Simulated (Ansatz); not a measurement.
**B2PLYP/def2-SVP run of CH4GeO2 (SMILES O=C[O][GeH3])**

What is the electronic atomisation energy of CH4GeO2 at B2PLYP/def2-SVP? 

The calculation is run with Ansatz 0.2.0.

53 further runs of the same task are left out: 53 set aside as unsound or not needed. Runs told in other sessions of the task aren't counted.

## Step 1: The structure to begin with

The species is CH4GeO2 (8 atoms), meant as a singlet with charge 0. As SMILES, `O=C[O][GeH3]`. The coordinates come from a PBE0-D4/def2-TZVP relaxation. This is one conformer, not always the lowest.

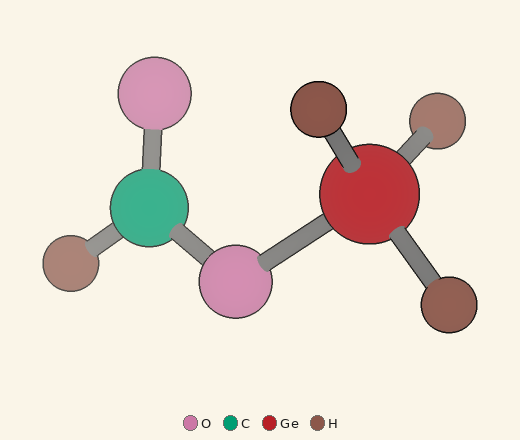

The structure, seen from a chosen angle (oxygen pink, carbon teal, germanium red, hydrogen brown).

## Step 2: A single-point energy at B2PLYP/def2-SVP

Contents of molecule.yaml:

```yaml
basis:
  gaussian: {orbitals: def2-SVP}
crystal:
  periodic: [false, false, false]
  atoms:
    - symbol: O
      position_ang: [1.249800, -0.737800, 1.111600]
    - symbol: C
      position_ang: [1.395900, 0.277800, 0.484100]
    - symbol: O
      position_ang: [0.493200, 0.797800, -0.322800]
    - symbol: Ge
      position_ang: [-1.061900, -0.180000, -0.421000]
    - symbol: H
      position_ang: [2.310300, 0.889700, 0.516800]
    - symbol: H
      position_ang: [-1.700900, -0.218500, 0.966900]
    - symbol: H
      position_ang: [-0.732900, -1.562300, -0.983900]
    - symbol: H
      position_ang: [-1.861500, 0.676100, -1.407500]
hamiltonian: {xc: {name: B2PLYP}}
correlation: {frozen_orbitals: {C: 1, Ge: 9, H: 0, O: 1}}
accuracy: high
output: {orbitals: {seedname: orbitals}}
```

On the command line:

```console
ansatz run molecule.yaml --threads 1 --pin off --max-ram 2610MiB --events-out events.jsonl --progress --plain --runs-dir runs
```

What it wrote:

```text
Warning: RAYON_NUM_THREADS=1 ignored (pool sized by the plan → 1); use --threads N
Functional definition: B2PLYP
  name "B2PLYP"
  parameter a = 0.53
  parameter c = 0.27
  exchange = (1 - a)*b88_x + a*exact_x
  correlation = (1 - c)*lyp_c + c*(mp2_os + mp2_ss)
2075 factors; integrals over basis functions are off by at most 4.6e-9 eV
mean field evaluation 1: about -61678.5109 eV, gradient 4.5e1 eV
mean field evaluation 2: about -61678.8671 eV, gradient 4.5e1 eV
mean field evaluation 4: about -61682.2702 eV, gradient 4.9e0 eV
mean field evaluation 8: about -61682.3321 eV, gradient 5.3e-1 eV
mean field evaluation 16: about -61682.3329 eV, gradient 8.8e-5 eV
mean field -61682.33289431 eV, -2266.7839240789 hartree, gradient 5.9e-8 eV, S^2 0.000000; 0 other end points of the search recorded, 0 dependent functions left out
12 core orbitals not correlated: weight in the atoms' cores, before any rotation towards them, 1.000 or more for the frozen orbitals, at most 0.000 for the correlated occupied ones
reference -61682.33291888 eV, -2266.7839249819 hartree; 17, 17 occupied and 65, 65 virtual orbitals, 2075 factors
second order -24.31583387 eV of doubles, -0.00000000 eV of singles
Total energy: -61688.89819402 eV, -2267.0251943934 hartree
```

It took 13 s on 1 thread of Arm Neoverse V2, shared host; peak memory 0.34 GiB.

## Step 3: The C atom

Contents of molecule.yaml:

```yaml
crystal:
  periodic: [false, false, false]
  atoms:
    - {symbol: C, position_ang: [0.000000, 0.000000, 0.000000]}
basis:
  gaussian:
    orbitals: def2-SVP
magnetization:
  spin_polarized: true
  initial_magnetization: 2
hamiltonian:
  xc: {name: B2PLYP}
correlation:
  frozen_orbitals: {C: 1}
accuracy: high
```

Run the same way, it converges to -37.77593 Eh (log not shown).

## Step 4: The Ge atom, same level

Contents of molecule.yaml:

```yaml
crystal:
  periodic: [false, false, false]
  atoms:
    - {symbol: Ge, position_ang: [0.000000, 0.000000, 0.000000]}
basis:
  gaussian:
    orbitals: def2-SVP
correlation:
  frozen_orbitals: {Ge: 9}
accuracy: high
hamiltonian:
  xc: {name: B2PLYP}
magnetization:
  spin_polarized: true
  initial_magnetization: 2
```

Run the same way, it converges to -2076.28528 Eh (log not shown).

## Step 5: The H atom

Contents of input.yaml:

```yaml
crystal:
  periodic: [false, false, false]
  atoms:
    - {symbol: H, position_ang: [0.000000, 0.000000, 0.000000]}
basis:
  gaussian: {orbitals: def2-SVP}
magnetization: {spin_polarized: true, initial_magnetization: 1}
correlation: {frozen_orbitals: {H: 0}}
accuracy: high
hamiltonian: {xc: {name: B2PLYP}}
```

Run the same way, it converges to -0.49793 Eh (log not shown).

## Step 6: The O atom

Contents of input.yaml:

```yaml
crystal:
  periodic: [false, false, false]
  atoms:
    - {symbol: O, position_ang: [0.000000, 0.000000, 0.000000]}
basis:
  gaussian:
    orbitals: def2-SVP
total_charge: 0
magnetization:
  spin_polarized: true
  initial_magnetization: 2
hamiltonian:
  xc: {name: B2PLYP}
correlation:
  frozen_orbitals: {O: 1}
accuracy: high
```

Run the same way, it converges to -74.94441 Eh (log not shown).

## Step 7: Summary of results

Level: B2PLYP/def2-SVP, 12 core orbitals frozen.

| quantity | value |
| --- | --- |
| molecule: total energy | -2267.02519 Eh |
| molecule: HOMO energy (SCF part's orbitals) | -9.84 eV |
| molecule: LUMO energy (SCF part's orbitals) | 1.43 eV |
| molecule: HOMO–LUMO gap (SCF part's orbitals) | 11.27 eV |
| C atom: total energy | -37.77593 Eh |
| C atom: ⟨S²⟩ | 2.004 |
| Ge atom: total energy | -2076.28528 Eh |
| Ge atom: ⟨S²⟩ | 2.004 |
| H atom: total energy | -0.49793 Eh |
| H atom: ⟨S²⟩ | 0.750 |
| O atom: total energy | -74.94441 Eh |
| O atom: ⟨S²⟩ | 2.003 |
| electronic atomisation energy | 29.482 eV |

What this shows: Taking the molecule apart into free atoms costs 29.48 eV (2845 kJ/mol), before zero-point energy and without spin-orbit coupling.
